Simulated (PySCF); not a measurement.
# C3H13NSi2: the cost of one run

Programs: PySCF 2.14.0, with density-fitted response routines of our own. Each step states its level of theory. These are calculated values for one molecule in the gas phase, unless marked as measured. Atoms are numbered from 0 throughout.

### Step 1. Starting geometry

19 atoms, charge 0, multiplicity 1; geometry from: GFN2-xTB.

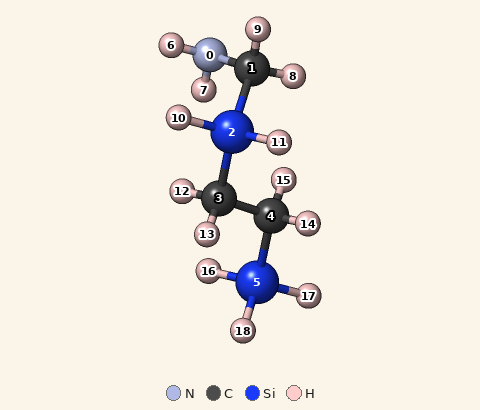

The starting geometry (nitrogen light blue, carbon dark grey, silicon blue, hydrogen pink), atoms numbered.

### Step 2. Ultraviolet spectrum: PBE0/def2-SVPD

What the job is given:

```
{"job": {"kind": "uv", "xc": "PBE0", "basis": "def2-SVPD", "nstates": 8, "ntriplets": 3}, "charge": 0, "multiplicity": 1}
N     -2.559334     1.050137     0.007102
C     -2.266874    -0.159666     0.778334
Si    -1.085434    -1.407597    -0.076072
C      0.544279    -0.520646    -0.515589
C      1.262885     0.064825     0.702624
Si     2.887245     0.940234     0.240790
H     -2.985590     0.799677    -0.879100
H     -1.697185     1.542948    -0.203322
H     -1.859374     0.167311     1.738392
H     -3.224829    -0.635572     1.000096
H     -1.719999    -1.869897    -1.319051
H     -0.828181    -2.534690     0.825025
H      0.355760     0.277923    -1.237957
H      1.210907    -1.223780    -1.018266
H      1.464762    -0.735599     1.417496
H      0.599250     0.766194     1.212574
H      2.597819     2.021796    -0.705485
H      3.506055     1.491976     1.447117
H      3.788035    -0.026323    -0.391840
```

Level: TDDFT PBE0/def2-SVPD, vertical, gas phase, core orbitals frozen in the response.

Command:

```
> OMP_NUM_THREADS=1 python probes_run.py task.json out
```

The driver reads the jobs from task.json and runs them one after another.

**Question.** How long does this job take on 1 thread of Arm Neoverse V1, shared host, and how much memory does it need?

About 48 s, with a peak of 0.94 GiB.
